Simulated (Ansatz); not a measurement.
# [SiH3]+ (SMILES [SiH3+]): levels of theory compared

Aim: a comparison of 6 runs (HF/3-21G, HSE06/3-21G, B2PLYP/6-31G*, CCSDT/6-31G*, CCSD/6-31G*, UCCSD(T)/3-21G) of [SiH3]+. 

Program for the calculation: Ansatz 0.2.0.

2 further runs of the same task are left out: 2 that didn't finish.

### 1 The system as given

[SiH3]+ has 4 atoms, charge +1, and is taken as a singlet. As SMILES, `[SiH3+]`. The H3–Si1 distance was set to 1.840 Å, away from the relaxed value.

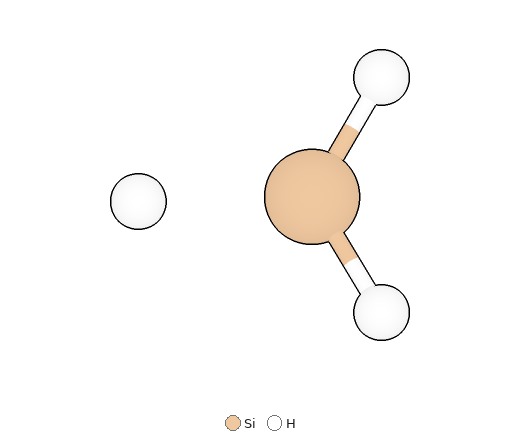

The structure, seen from a chosen angle (silicon light orange, hydrogen white).

### 2 A single-point energy at HF/3-21G (run 1)

input.yaml

```yaml
crystal:
  periodic: [false, false, false]
  atoms:
    - symbol: Si
      position_ang: [0.029600, 0.366796, 0.002475]
    - symbol: H
      position_ang: [0.716500, 1.042196, 1.115475]
    - symbol: H
      position_ang: [-0.118400, -1.467200, -0.009900]
    - symbol: H
      position_ang: [-0.538900, 1.158496, -1.100625]
basis:
  gaussian: {orbitals: 3-21G.json}
total_charge: 1
hamiltonian: {xc: hf}
accuracy: high
```

The basis set 3-21G is read from a file made from the Basis Set Exchange's data (not shown).

Run with:

```
$ ansatz run input.yaml --threads 1 --pin off --max-ram 2610MiB --events-out events.jsonl --progress --plain --runs-dir runs
```

The log of the run:

```text
Warning: RAYON_NUM_THREADS=1 ignored (pool sized by the plan → 1); use --threads N
Functional definition: HF
  name "HF"
  exchange = exact_x
  correlation = 0
376 factors; integrals over basis functions are off by at most 3.4e-9 eV
mean field evaluation 1: about -7857.5500 eV, gradient 5.7e0 eV
mean field evaluation 2: about -7857.5469 eV, gradient 5.6e0 eV
mean field evaluation 4: about -7857.7161 eV, gradient 1.7e-1 eV
mean field evaluation 8: about -7857.7161 eV, gradient 1.2e-5 eV
mean field -7857.71614341 eV, -288.7657421190 hartree, gradient 4.1e-8 eV, S^2 0.000000; 0 other end points of the search recorded, 0 dependent functions left out
reference -7857.71614341 eV, -288.7657421190 hartree; 8, 8 occupied and 11, 11 virtual orbitals, 376 factors
Total energy: -7857.71614341 eV, -288.7657421190 hartree
```

Wall time 0.1 s (1 thread of Arm Neoverse V1, shared host).

### 3 A single-point energy at HSE06/3-21G (run 2)

molecule.yaml

```yaml
crystal:
  periodic: [false, false, false]
  atoms:
    - {symbol: Si, position_ang: [0.029600, 0.366796, 0.002475]}
    - {symbol: H, position_ang: [0.716500, 1.042196, 1.115475]}
    - {symbol: H, position_ang: [-0.118400, -1.467200, -0.009900]}
    - {symbol: H, position_ang: [-0.538900, 1.158496, -1.100625]}
basis:
  gaussian:
    orbitals: 3-21G.json
hamiltonian:
  xc: {name: HSE06}
accuracy: high
total_charge: 1
```

The basis set 3-21G is read from a file made from the Basis Set Exchange's data (not shown).

Run with:

```
$ ansatz run molecule.yaml --threads 1 --pin off --max-ram 2610MiB --events-out events.jsonl --progress --plain --runs-dir runs
```

The log of the run:

```text
Warning: RAYON_NUM_THREADS=1 ignored (pool sized by the plan → 1); use --threads N
Functional definition: HSE06
  name "HSE06"
  parameter a = 0.25
  parameter omega = 0.11/bohr
  exchange = pbe_x - a*pbe_x_sr(omega) + a*exact_x_sr(omega)
  correlation = pbe_c
376 factors; integrals over basis functions are off by at most 3.4e-9 eV
68 factors; integrals over basis functions are off by at most 1.1e-9 eV
mean field evaluation 1: about -7869.7594 eV, gradient 6.1e0 eV
mean field evaluation 2: about -7869.8643 eV, gradient 3.3e0 eV
mean field evaluation 4: about -7869.9206 eV, gradient 6.2e-2 eV
mean field evaluation 8: about -7869.9071 eV, gradient 5.0e-5 eV
mean field -7869.90708247 eV, -289.2137508663 hartree, gradient 5.5e-8 eV, S^2 0.000000; 0 other end points of the search recorded, 0 dependent functions left out
reference -7869.90708487 eV, -289.2137509545 hartree; 8, 8 occupied and 11, 11 virtual orbitals, 376 factors
Total energy: -7869.90708487 eV, -289.2137509545 hartree
```

Wall time 0.82 s (1 thread of Arm Neoverse V1, shared host).

Runs 3 to 4 aren't shown in full; the table further down has their settings and results.

### 4 The energy at CCSD/6-31G(d) (spherical functions) (run 5)

run.yaml

```yaml
crystal:
  periodic: [false, false, false]
  atoms:
    - {symbol: Si, position_ang: [0.029600, 0.366796, 0.002475]}
    - {symbol: H, position_ang: [0.716500, 1.042196, 1.115475]}
    - {symbol: H, position_ang: [-0.118400, -1.467200, -0.009900]}
    - {symbol: H, position_ang: [-0.538900, 1.158496, -1.100625]}
basis:
  gaussian: {orbitals: 6-31G_st_-spherical.json}
total_charge: 1
correlation: {method: ccsd, frozen_orbitals: {H: 0, Si: 5}}
accuracy: high
scf: {omitted_lower_state_checks: [cluster_reference, increment]}
```

The basis set 6-31G* is read from a file made from the Basis Set Exchange's data (not shown).

Run with:

```
$ ansatz run run.yaml --threads 1 --pin off --max-ram 2610MiB --events-out events.jsonl --progress --plain --runs-dir runs
```

The log of the run (excerpt; [...] marks lines left out):

```text
Warning: RAYON_NUM_THREADS=1 ignored (pool sized by the plan → 1); use --threads N
[... 2 set-up lines as earlier in the session ...]
[...]
452 factors; integrals over basis functions are off by at most 3.6e-9 eV
[...]
mean field -7899.19065806 eV, -290.2899024198 hartree, gradient 2.3e-8 eV, S^2 0.000000; 0 other end points of the search recorded, 0 dependent functions left out
5 core orbitals not correlated: weight in the atoms' cores, before any rotation towards them, 1.000 or more for the frozen orbitals, at most 0.000 for the correlated occupied ones
reference -7899.19065806 eV, -290.2899024198 hartree; 3, 3 occupied and 16, 16 virtual orbitals, 452 factors
second order -1.82110979 eV of doubles, -0.00000000 eV of singles
cycle   1  -2.25325671 eV  change   -4.3e-1 eV  update   5.7e-2
[...]
cycle  19  -2.47107667 eV  change   4.9e-10 eV  update  3.7e-10
Total energy: -7901.66173473 eV, -290.3807128125 hartree
Checks for a lower state left out: cluster_reference, increment
```

It took 0.24 s on 1 thread of Arm Neoverse V1, shared host.

### 5 A single-point energy at UCCSD(T)/3-21G (run 6)

run.yaml: that of step 4 with these lines changed.

```diff
@@ -8,5 +8,6 @@
 basis:
-  gaussian: {orbitals: 6-31G_st_-spherical.json}
+  gaussian: {orbitals: 3-21G.json}
 total_charge: 1
-correlation: {method: ccsd, frozen_orbitals: {H: 0, Si: 5}}
+magnetization: {spin_polarized: true, initial_magnetization: 0}
+correlation: {method: ccsd_t, frozen_orbitals: {H: 0, Si: 5}}
 accuracy: high
```

The basis set 3-21G is read from a file made from the Basis Set Exchange's data (not shown).

Run with:

```
$ ansatz run run.yaml --threads 1 --pin off --max-ram 2610MiB --events-out events.jsonl --progress --plain --runs-dir runs
```

The log of the run (excerpt; [...] marks lines left out):

```text
Warning: RAYON_NUM_THREADS=1 ignored (pool sized by the plan → 1); use --threads N
[... 2 set-up lines as earlier in the session ...]
[...]
376 factors; integrals over basis functions are off by at most 3.4e-9 eV
[...]
mean field -7857.71614341 eV, -288.7657421190 hartree, gradient 2.9e-8 eV, S^2 0.000000; 0 other end points of the search recorded, 0 dependent functions left out
5 core orbitals not correlated: weight in the atoms' cores, before any rotation towards them, 1.000 or more for the frozen orbitals, at most 0.000 for the correlated occupied ones
reference -7857.71614341 eV, -288.7657421190 hartree; 3, 3 occupied and 11, 11 virtual orbitals, 376 factors
second order -1.43195025 eV of doubles, -0.00000000 eV of singles
cycle   1  -1.82376952 eV  change   -3.9e-1 eV  update   5.7e-2
[...]
cycle  18  -2.04792446 eV  change  -3.7e-10 eV  update  3.2e-10
perturbative correction -0.02666752 eV, -0.0009800134 hartree
Total energy: -7859.79073539 eV, -288.8419819680 hartree
Checks for a lower state left out: cluster_reference, increment
```

Wall time 0.26 s (1 thread of Arm Neoverse V1, shared host).

### 6 Overview of the runs

```csv
run,level,frozen core orbitals,energy (Eh),wall time
1,HF/3-21G,–,-288.765742,0.1 s
2,HSE06/3-21G,–,-289.213751,0.82 s
3,B2PLYP/6-31G* (spherical functions),5,-290.739650,1.2 s
4,CCSDT/6-31G* (spherical functions),5,-290.383054,0.44 s
5,CCSD/6-31G* (spherical functions),5,-290.380713,0.24 s
6,UCCSD(T)/3-21G,5,-288.841982,0.26 s
```

### 7 What came out

| quantity | value |
| --- | --- |
| run 6: total energy | -288.84198 Eh |
| run 6: correlation energy (5 core orbitals frozen) | -76.2 mEh |
| run 6: (T) correction | -0.98 mEh |
| run 6: T1 diagnostic | 0.008 |

**Reading.** Totals of different functionals can't be ranked against each other. All runs together took 3 s, the longest 1.2 s.
